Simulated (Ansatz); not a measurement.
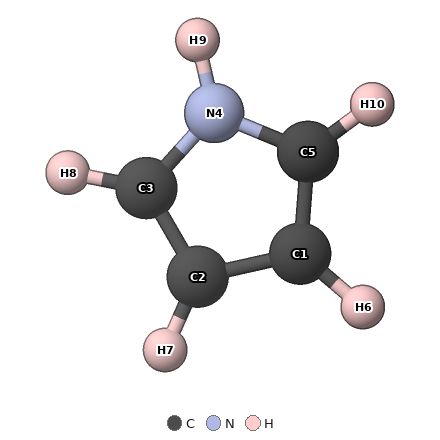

The system is C₄H₅N, SMILES c1cc[nH]c1; the picture shows the grid point nearest to the relaxed geometry. Two internal coordinates are moved rigidly from the geometry relaxed at PBE0-D4/def2-TZVP, all others fixed. First axis: bond C1–H6. Second axis: angle H8–C3–N4. The scan uses a 5 × 5 grid. Energies are in eV, from the lowest grid point. Theory: Ansatz 0.2.0, RHF-CCSD(T), frozen core/def2-TZVPP.

Its coordinates:

```xyz
10

C     0.3846    0.5941   -0.9564
C     0.7502   -0.7244   -0.5898
C     0.0903   -1.0223    0.5746
N    -0.6554    0.0661    0.9184
C    -0.4861    1.0563   -0.0034
H     0.7286    1.1553   -1.8402
H     1.4215   -1.3818   -1.1194
H     0.0919   -1.9140    1.1802
H    -1.2419    0.1290    1.7297
H    -0.9938    2.0026    0.0907
```

Range: bond C1–H6 from 0.971 to 1.294 Å; angle H8–C3–N4 from 103.3 to 139.3°.

> What will the energy surface look like?

The lowest grid point is at bond C1–H6 = 1.102 Å, angle H8–C3–N4 = 121.3°. No other kind of well shows on this grid. The highest grid point, bond C1–H6 = 1.294 Å, angle H8–C3–N4 = 103.3°, lies 0.88 eV above the lowest. Round the minimum the two coordinates are nearly uncoupled.

```tsv
angle H8–C3–N4 ↓, bond C1–H6 →	0.971	1.024	1.102	1.193	1.294
139.3	0.54	0.34	0.29	0.47	0.85
130.3	0.32	0.12	0.07	0.26	0.64
121.3	0.25	0.05	0.00	0.18	0.56
112.3	0.32	0.12	0.08	0.26	0.64
103.3	0.55	0.35	0.31	0.49	0.88
```

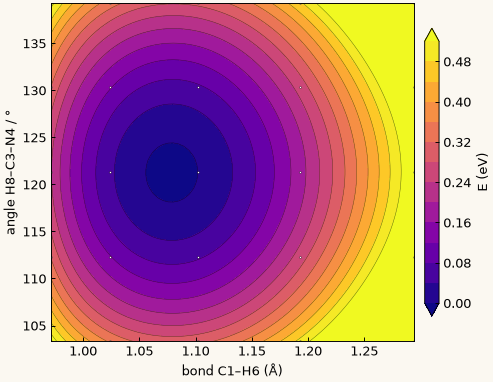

Drawn: filled contours, dots at the grid points, one colour for all values above the top of the scale. Between grid points the surface is interpolated.
